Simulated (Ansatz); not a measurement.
**A computed series for Ti3Al: pressure series**

Take Ti3Al (space group P6_3/mmc, No. 194) as the base.

```
Ti3Al
1.0
    5.75530     0.00000     0.00000
   -2.87765     4.98424     0.00000
    0.00000     0.00000     4.65460
Ti Al
6 2
Cartesian
  2.87765   3.29208   1.16365
 -1.41220   4.13816   3.49095
  1.46545   0.84608   1.16365
  0.00000   1.69216   3.49095
  4.28985   0.84608   1.16365
  1.41220   4.13816   3.49095
  0.00000   3.32282   1.16365
  2.87765   1.66141   3.49095
```

Cell and atoms are relaxed at each pressure.

Levels (all Ansatz, an electronic-structure program, PAW, earlier PAW set): PBE (420 eV, no SOC); r2SCAN (500 eV, no SOC).

The base cell above is that of PBE; each level relaxes its own structures.

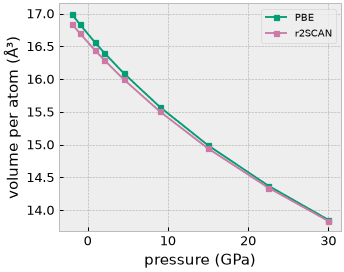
Volume per atom under two levels

Task: How do the two levels compare along the series?

Result: The two levels differ by at most about 0.15 Å³. They put the cases in the same order.

Load acts through the strain it causes; cell and atoms are relaxed under it. No phonon test of stability was made. No other phases were tried under pressure. The final runs are not spin-polarised.
